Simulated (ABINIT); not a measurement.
# MgO (Periclase): one start, several treatments of the self-energy

Wanted: the gap of MgO (Periclase) under several approximations, with cost.

Calculated with ABINIT 10.8.3; PBE and many-body steps on it, plane waves.

The database entry behind the starting cell differs from later determinations by our own check (about 0.1 % long), so it need not match the best structure at ambient conditions.

### Step 1. Set-up

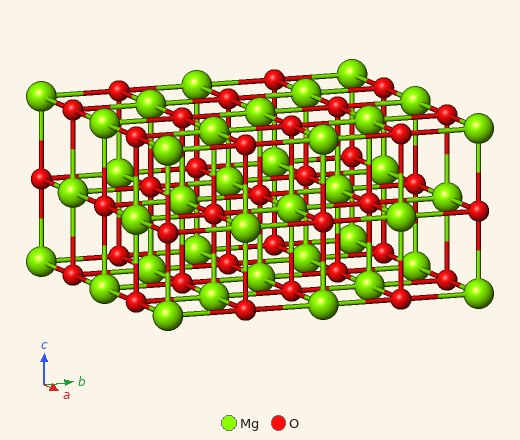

Start, viewed slightly off an axis; magnesium green, oxygen red. 2×2×1 cells are drawn. This picture shows the conventional cell, with its axes. Some periodic images of atoms are drawn too.

Structure file:

```cif
data_structure
_symmetry_space_group_name_H-M 'P 1'
_symmetry_Int_Tables_number 1
_cell_length_a 2.9819
_cell_length_b 2.9819
_cell_length_c 2.9819
_cell_angle_alpha 60.000
_cell_angle_beta 60.000
_cell_angle_gamma 60.000
_cell_volume 18.75
loop_
_atom_site_label
_atom_site_type_symbol
_atom_site_fract_x
_atom_site_fract_y
_atom_site_fract_z
_atom_site_occupancy
Mg1 Mg 0.00000 0.00000 0.00000 1
O2 O 0.50000 0.50000 0.50000 1
```

The cell and positions come from the Crystallography Open Database and are kept as given unless a step says otherwise.

### Step 2. Empty states on the mesh, 6×6×6 mesh, 174 bands

This step: ABINIT 10.8.3; DFT, PBE, plane waves, norm-conserving pseudopotentials.

The sums over transitions need many empty states on a uniform mesh; this step solves for them.

run.abi reads:

```
acell 3*1.0 Angstrom
rprim 
  -0.000000000000 2.108500000000 2.108500000000
  2.108500000000 0.000000000000 2.108500000000
  2.108500000000 2.108500000000 0.000000000000
ntypat 2
znucl 12 8
natom 2
typat 1 2
xred 
  0.000000000000 0.000000000000 0.000000000000
  0.500000000000 0.500000000000 0.500000000000
pp_dirpath "pseudos"
pseudos "Mg.upf, O.upf"
ecut 38
ngkpt 6 6 6
nshiftk 1
shiftk 0 0 0
kptopt 1
chksymbreak 0
irdden 1
istwfk *1
nband 174
prtvol 0
optdriver 6
gwr_task "HDIAGO"
paral_kgb 0
occopt 1
indata_prefix "in"
outdata_prefix "out"
tmpdata_prefix "tmp"
```

Launch:

```sh
> OMP_NUM_THREADS=1 mpirun -n 8 abinit run.abi > log
```

The program printed:

```text
.Version 10.8.3 of ABINIT. v10.8.2 released Aug 2026.

 Symmetries : space group Fm -3 m (#225); Bravais cF (face-center cubic)
[... echo of the input left out ...]
== DATASET  1 ==================================================================
-   mpi_nproc: 8, omp_nthreads: 1 (-1 if OMP is not activated)

--- !DatasetInfo
iteration_state: {dtset: 1, }
dimensions: {natom: 2, nkpt: 16, mband: 174, nsppol: 1, nspinor: 1, nspden: 1, mpw: 1430, }
cutoff_energies: {ecut:  38.0, pawecutdg:  -1.0, }
[...]
Direct band gap semiconductor
 Fundamental gap:     4.733 (eV)
   VBM:     4.693 (eV) at k: [ 0.0000E+00,  0.0000E+00,  0.0000E+00]
   CBM:     9.426 (eV) at k: [ 0.0000E+00,  0.0000E+00,  0.0000E+00]
 Direct gap:         4.733 (eV) at k: [ 0.0000E+00,  0.0000E+00,  0.0000E+00]

== END DATASET(S) ==============================================================
================================================================================

 -outvars: echo values of variables after computation  --------
           etotal      0.0000000000E+00
            nband         174
             nkpt          16
          spgroup         225
 [... the other variables as echoed above ...]

 Calculation completed.
```

Wall time 16 s (8 MPI ranks of Arm Neoverse N1, shared host); peak memory 1.4 GiB; 2.1 min of CPU time.

This step gave:

| Quantity | Value |
| --- | --- |
| gap | 4.733 eV |
| k of the valence top | 0, 0, 0 |
| k of the conduction bottom | 0, 0, 0 |
| least direct gap | 4.733 eV |
| k points computed | 16 |
| lowest point of the top converged band, above the valence top | 221.2354 eV |

On this mesh the gap is 4.733 eV.

The density comes from a self-consistent run that is not shown.

### Step 3. Screening, 6×6×6 mesh, 166 bands, screening to 304.8 eV

The RPA dielectric matrix is built and inverted for each q.

This step: RPA screening on PBE, plane waves, norm-conserving pseudopotentials.

run.abi, as its differences from that of step 2:

```diff
@@ -20,10 +20,11 @@
 chksymbreak 0
-irdden 1
 istwfk *1
-nband 174
-prtvol 0
-optdriver 6
-gwr_task "HDIAGO"
-paral_kgb 0
 occopt 1
+irdwfk 1
+optdriver 3
+nband 166
+ecuteps 11.2
+inclvkb 2
+awtr 1
+symchi 1
 indata_prefix "in"
```

The program printed:

```text
.Version 10.8.3 of ABINIT. v10.8.2 released Aug 2026.

 Symmetries : space group Fm -3 m (#225); Bravais cF (face-center cubic)
[... echo of the input left out ...]
== DATASET  1 ==================================================================
-   mpi_nproc: 8, omp_nthreads: 1 (-1 if OMP is not activated)

--- !DatasetInfo
iteration_state: {dtset: 1, }
dimensions: {natom: 2, nkpt: 16, mband: 166, nsppol: 1, nspinor: 1, nspden: 1, mpw: 1430, }
cutoff_energies: {ecut:  38.0, pawecutdg:  -1.0, }
electrons: {nelect:   1.60000000E+01, charge:   0.00000000E+00, occopt:   1.00000000E+00, tsmear:   1.00000000E-02, }

 SCREENING: Calculation of the susceptibility and dielectric matrices

 Based on a program developped by R.W. Godby, V. Olevano, G. Onida, and L. Reining.
 Incorporated in ABINIT by V. Olevano, G.-M. Rignanese, and M. Torrent.
.Using double precision arithmetic ; gwpc =  8

[... cell and pseudopotentials left out ...]
--------------------------------------------------------------------------------

 ==== K-mesh for the wavefunctions ====
 Number of points in the irreducible wedge :    16
[... list of points left out ...]
 Together with 48 symmetry operations and time-reversal symmetry
 yields   216 points in the full Brillouin Zone.

 ==== Q-mesh for the screening function ====
 Number of points in the irreducible wedge :    16
[... list of points left out ...]
 Together with 48 symmetry operations and time-reversal symmetry
 yields   216 points in the full Brillouin Zone.

 setmesh: FFT mesh size selected  =    24x   24x   24
          total number of points  =        13824

 vcoul_init : cutoff-mode = AUXILIARY_FUNCTION
 q-points for optical limit:   1
     1)      0.000010    0.000020    0.000030

- screening: taking advantage of time-reversal symmetry
- Maximum band index for partially occupied states nbvw = 8
- Remaining bands to be divided among processors   nbcw = 158
- Number of bands treated by each node ~19

 Number of electrons calculated from density =   16.0000; Expected =   16.0000
 average of density, n =  0.126466
 r_s =    1.2359
 omega_plasma =   34.3038 [eV]

 calculating chi0 at frequencies [eV] :
  1    0.000000E+00    0.000000E+00
  2    0.000000E+00    3.430377E+01

--------------------------------------------------------------------------------
  q-point number  1        q = ( 0.000000, 0.000000, 0.000000) [r.l.u.]
--------------------------------------------------------------------------------
[... chi0 elements left out ...]
 For q-point:  0.000010 0.000020 0.000030
  dielectric constant =   3.0343
  dielectric constant without local fields =   3.2587

  Average fulfillment of the sum rule on Im[epsilon] for q-point    1 :     86.09  [%]
[... wings left out ...]
  q-point number  2        q = ( 0.166667, 0.000000, 0.000000) [r.l.u.]
--------------------------------------------------------------------------------
[... chi0 elements left out ...]
  Average fulfillment of the sum rule on Im[epsilon] for q-point    2 :     97.27  [%]

 [... 14 further q-points ...]
```

Wall time 4.3 min (8 MPI ranks); peak memory 1.6 GiB; 34 min of CPU time.

Numbers from this step:

| Property | Result |
| --- | --- |
| ε∞ with local fields, on this mesh, along the program's q direction | 3.034 |
| the same without local fields | 3.259 |
| plasma frequency | 34.30 eV |
| plane waves in the screening matrix | 259 |

Local fields lower ε∞ by 7 %.

### Step 4. G0W0, Godby-Needs plasmon pole

The self-energy is evaluated for the states that the input lists, and the levels follow from it, in one-shot runs by the linearised quasiparticle equation.

This step: G0W0 on PBE, plane waves, norm-conserving pseudopotentials.

run.abi, as its differences from that of step 3:

```diff
@@ -23,8 +23,15 @@
 irdwfk 1
-optdriver 3
+optdriver 4
 nband 166
+gwcalctyp 0
+ecutsigx 38
+symsigma 1
+nkptgw 1
+kptgw 
+  0.0000000000 0.0000000000 0.0000000000
+bdgw 
+  6 12
 ecuteps 11.2
-inclvkb 2
-awtr 1
-symchi 1
+irdscr 1
+ppmodel 1
 indata_prefix "in"
```

The program printed:

```text
.Version 10.8.3 of ABINIT. v10.8.2 released Aug 2026.

 Symmetries : space group Fm -3 m (#225); Bravais cF (face-center cubic)
[... echo of the input left out ...]
== DATASET  1 ==================================================================
-   mpi_nproc: 8, omp_nthreads: 1 (-1 if OMP is not activated)

--- !DatasetInfo
iteration_state: {dtset: 1, }
dimensions: {natom: 2, nkpt: 16, mband: 166, nsppol: 1, nspinor: 1, nspden: 1, mpw: 1430, }
cutoff_energies: {ecut:  38.0, pawecutdg:  -1.0, }
electrons: {nelect:   1.60000000E+01, charge:   0.00000000E+00, occopt:   1.00000000E+00, tsmear:   1.00000000E-02, }

 SIGMA: Calculation of the GW corrections

 Based on a program developped by R.W. Godby, V. Olevano, G. Onida, and L. Reining.
 Incorporated in ABINIT by V. Olevano, G.-M. Rignanese, and M. Torrent.
.Using double precision arithmetic ; gwpc =  8

[... cell and pseudopotentials left out ...]
--------------------------------------------------------------------------------

 ==== K-mesh for the wavefunctions ====
 Number of points in the irreducible wedge :    16
[... list of points left out ...]
 Together with 48 symmetry operations and time-reversal symmetry
 yields   216 points in the full Brillouin Zone.

 ==== Q-mesh for screening function ====
 Number of points in the irreducible wedge :    16
[... list of points left out ...]
 Together with 48 symmetry operations and time-reversal symmetry
 yields   216 points in the full Brillouin Zone.

 vcoul_init : cutoff-mode = AUXILIARY_FUNCTION
 q-points for optical limit:   1
     1)      0.000010    0.000020    0.000030
 setmesh: FFT mesh size selected  =    32x   32x   32
          total number of points  =        32768

 Number of electrons calculated from density =   16.0000; Expected =   16.0000
 average of density, n =  0.126466
 r_s =    1.2359
 omega_plasma =   34.3038 [eV]

 === KS Band Gaps ===
  >>>> For spin  1
   Minimum direct gap =   4.7331 [eV], located at k-point      :   0.0000  0.0000  0.0000
   Fundamental gap    =   4.7331 [eV], Top of valence bands at :   0.0000  0.0000  0.0000
                                       Bottom of conduction at :   0.0000  0.0000  0.0000
 SIGMA fundamental parameters:
 PLASMON POLE MODEL  1
 number of plane-waves for SigmaX                 1411
 number of plane-waves for SigmaC and W            259
 number of plane-waves for wavefunctions          1411
 number of bands                                   166
 number of independent spin polarizations            1
 number of spinorial components                      1
 number of k-points in IBZ                          16
 number of q-points in IBZ                          16
 number of symmetry operations                      48
 number of k-points in BZ                          216
 number of q-points in BZ                          216
 number of frequencies for dSigma/dE                 9
 frequency step for dSigma/dE [eV]                0.25
 number of omega for Sigma on real axis              0
 max omega for Sigma on real axis  [eV]           0.00
 zcut for avoiding poles [eV]                     0.10

 EPSILON^-1 parameters (SCR file):
 dimension of the eps^-1 matrix on file            259
 dimension of the eps^-1 matrix used               259
 number of plane-waves for wavefunctions          1411
 number of bands                                   166
 number of q-points in IBZ                          16
 number of frequencies                               2
 number of real frequencies                          1
 number of imag frequencies                          1

 matrix elements of self-energy operator (all in [eV])

 Perturbative Calculation

--- !SelfEnergy_ee
iteration_state: {dtset: 1, }
kpoint     : [   0.000,    0.000,    0.000, ]
spin       : 1
KS_gap     :    4.733
QP_gap     :    7.073
Delta_QP_KS:    2.340
data: !SigmaeeData |
     Band     E0 <VxcDFT>   SigX SigC(E0)      Z dSigC/dE  Sig(E)    E-E0       E
        6   4.693 -20.107 -25.567   3.571   0.805  -0.242 -21.628  -1.521   3.172
        7   4.693 -20.107 -25.567   3.571   0.805  -0.242 -21.628  -1.521   3.172
        8   4.693 -20.107 -25.567   3.571   0.805  -0.242 -21.628  -1.521   3.172
        9   9.426 -13.453  -8.885  -3.608   0.854  -0.172 -12.633   0.820  10.246
       10  20.632  -9.568  -3.679  -4.671   0.862  -0.160  -8.518   1.051  21.683
       11  20.632  -9.568  -3.679  -4.671   0.862  -0.160  -8.518   1.051  21.683
       12  20.632  -9.568  -3.679  -4.671   0.862  -0.160  -8.518   1.051  21.683

== END DATASET(S) ==============================================================
================================================================================

 -outvars: echo values of variables after computation  --------
           etotal      0.0000000000E+00
            nband         166
             nkpt          16
          spgroup         225
 [... the other variables as echoed above ...]

 Calculation completed.
```

It took 17 s on 8 MPI ranks; peak memory 1.7 GiB; 2.3 min of CPU time.

Numbers from this step:

| Quantity | Value |
| --- | --- |
| G0W0 gap on the points computed | 7.074 eV |
| starting gap on the mesh | 4.733 eV |
| k of the valence top | 0, 0, 0 |
| k of the conduction bottom | 0, 0, 0 |
| Z at the valence top | 0.805 |
| Z at the conduction bottom | 0.854 |
| least direct G0W0 gap on the computed points | 7.074 eV |

The gap on the mesh goes from 4.73 eV to 7.07 eV, a correction of +2.34 eV.

### Step 5. G0W0, Hybertsen-Louie plasmon pole

run.abi, as its differences from that of step 4:

```diff
@@ -35,3 +35,3 @@
 irdscr 1
-ppmodel 1
+ppmodel 2
 indata_prefix "in"
```

The program printed:

```text
.Version 10.8.3 of ABINIT. v10.8.2 released Aug 2026.

 Symmetries : space group Fm -3 m (#225); Bravais cF (face-center cubic)
[... echo of the input left out ...]
== DATASET  1 ==================================================================
-   mpi_nproc: 8, omp_nthreads: 1 (-1 if OMP is not activated)

--- !DatasetInfo
iteration_state: {dtset: 1, }
dimensions: {natom: 2, nkpt: 16, mband: 166, nsppol: 1, nspinor: 1, nspden: 1, mpw: 1430, }
cutoff_energies: {ecut:  38.0, pawecutdg:  -1.0, }
electrons: {nelect:   1.60000000E+01, charge:   0.00000000E+00, occopt:   1.00000000E+00, tsmear:   1.00000000E-02, }

 SIGMA: Calculation of the GW corrections

 Based on a program developped by R.W. Godby, V. Olevano, G. Onida, and L. Reining.
 Incorporated in ABINIT by V. Olevano, G.-M. Rignanese, and M. Torrent.
.Using double precision arithmetic ; gwpc =  8

[... cell and pseudopotentials left out ...]
--------------------------------------------------------------------------------

 ==== K-mesh for the wavefunctions ====
 Number of points in the irreducible wedge :    16
[... list of points left out ...]
 Together with 48 symmetry operations and time-reversal symmetry
 yields   216 points in the full Brillouin Zone.

 ==== Q-mesh for screening function ====
 Number of points in the irreducible wedge :    16
[... list of points left out ...]
 Together with 48 symmetry operations and time-reversal symmetry
 yields   216 points in the full Brillouin Zone.

 vcoul_init : cutoff-mode = AUXILIARY_FUNCTION
 q-points for optical limit:   1
     1)      0.000010    0.000020    0.000030
 setmesh: FFT mesh size selected  =    32x   32x   32
          total number of points  =        32768

 Number of electrons calculated from density =   16.0000; Expected =   16.0000
[...]
number of q-points in BZ                          216
 number of frequencies for dSigma/dE                 9
 frequency step for dSigma/dE [eV]                0.25
 number of omega for Sigma on real axis              0
 max omega for Sigma on real axis  [eV]           0.00
 zcut for avoiding poles [eV]                     0.10

 EPSILON^-1 parameters (SCR file):
 dimension of the eps^-1 matrix on file            259
 dimension of the eps^-1 matrix used               259
 number of plane-waves for wavefunctions          1411
 number of bands                                   166
 number of q-points in IBZ                          16
 number of frequencies                               2
 number of real frequencies                          1
 number of imag frequencies                          1

 matrix elements of self-energy operator (all in [eV])

 Perturbative Calculation

--- !SelfEnergy_ee
iteration_state: {dtset: 1, }
kpoint     : [   0.000,    0.000,    0.000, ]
spin       : 1
KS_gap     :    4.733
QP_gap     :    7.508
Delta_QP_KS:    2.775
data: !SigmaeeData |
     Band     E0 <VxcDFT>   SigX SigC(E0)      Z dSigC/dE  Sig(E)    E-E0       E
        6   4.693 -20.107 -25.567   2.694   0.884  -0.131 -22.552  -2.445   2.248
        7   4.693 -20.107 -25.567   2.694   0.884  -0.131 -22.552  -2.445   2.248
        8   4.693 -20.107 -25.567   2.694   0.884  -0.131 -22.552  -2.445   2.248
        9   9.426 -13.453  -8.885  -4.201   0.899  -0.113 -13.123   0.330   9.756
       10  20.632  -9.568  -3.679  -5.090   0.904  -0.106  -8.845   0.723  21.355
       11  20.632  -9.568  -3.679  -5.090   0.904  -0.106  -8.845   0.723  21.355
       12  20.632  -9.568  -3.679  -5.090   0.904  -0.106  -8.845   0.723  21.355

== END DATASET(S) ==============================================================
================================================================================

 -outvars: echo values of variables after computation  --------
           etotal      0.0000000000E+00
            nband         166
             nkpt          16
          spgroup         225
 [... the other variables as echoed above ...]

 Calculation completed.
```

It took 17 s on 8 MPI ranks; peak memory 1.6 GiB.

Numbers from this step:

```
G0W0 gap on the points computed              : 7.508 eV
starting gap on the mesh                     : 4.733 eV
k of the valence top                         : 0, 0, 0
k of the conduction bottom                   : 0, 0, 0
Z at the valence top                         : 0.884
Z at the conduction bottom                   : 0.899
least direct G0W0 gap on the computed points : 7.508 eV
```

Against G0W0 in ABINIT (6×6×6 mesh, 166 bands, screening to 304.8 eV, Godby-Needs plasmon pole), the gap moves by +0.434 eV.

### Step 6. G0W0, von der Linden-Horsch plasmon pole

run.abi, as its differences from that of step 5:

```diff
@@ -35,3 +35,3 @@
 irdscr 1
-ppmodel 2
+ppmodel 3
 indata_prefix "in"
```

The program printed:

```text
.Version 10.8.3 of ABINIT. v10.8.2 released Aug 2026.

 Symmetries : space group Fm -3 m (#225); Bravais cF (face-center cubic)
[... echo of the input left out ...]
== DATASET  1 ==================================================================
-   mpi_nproc: 8, omp_nthreads: 1 (-1 if OMP is not activated)

--- !DatasetInfo
iteration_state: {dtset: 1, }
dimensions: {natom: 2, nkpt: 16, mband: 166, nsppol: 1, nspinor: 1, nspden: 1, mpw: 1430, }
cutoff_energies: {ecut:  38.0, pawecutdg:  -1.0, }
[...]
10  20.632  -9.568  -3.679  -5.157   0.921  -0.086  -8.894   0.674  21.306
       11  20.632  -9.568  -3.679  -5.157   0.921  -0.086  -8.894   0.674  21.306
       12  20.632  -9.568  -3.679  -5.157   0.921  -0.086  -8.894   0.674  21.306

== END DATASET(S) ==============================================================
================================================================================

 -outvars: echo values of variables after computation  --------
           etotal      0.0000000000E+00
            nband         166
             nkpt          16
          spgroup         225
 [... the other variables as echoed above ...]

 Calculation completed.
```

Elapsed: 11 s, on 8 MPI ranks; peak memory 1.3 GiB.

This step gave:

* G0W0 gap on the points computed: 7.334 eV
* starting gap on the mesh: 4.733 eV
* k of the valence top: 0, 0, 0
* k of the conduction bottom: 0, 0, 0
* least direct G0W0 gap on the computed points: 7.334 eV

Against G0W0 in ABINIT (6×6×6 mesh, 166 bands, screening to 304.8 eV, Godby-Needs plasmon pole), the gap moves by +0.260 eV.

(Continued in part 2 of 2.)

[Paths, hosts, dates, memory and timing lines, banners, echoed tables and standing remarks are left out of the program output.]

[Logs are printed without paths, hosts, clocks, repeated set-up lines and the standing remarks that a program may print on its own settings, such as how far it seeks lower states.]

[Runs of the session that timed out or met a known fault of the program may be left out.]

[Hosts, paths, dates, database ids (printed as entryN), source tags and the programs' standing remarks are cut or masked in the printed files.]

[G0W0 gaps are taken among the corrected bands and points alone; a level outside them can change the order at an edge.]

[Where Ansatz stands beside ABINIT at settings called matched, ABINIT's density can come from a denser mesh and the files from another edition; pairs whose starting gaps differed by over 0.03 eV were left out, so agreement reads better than it is.]
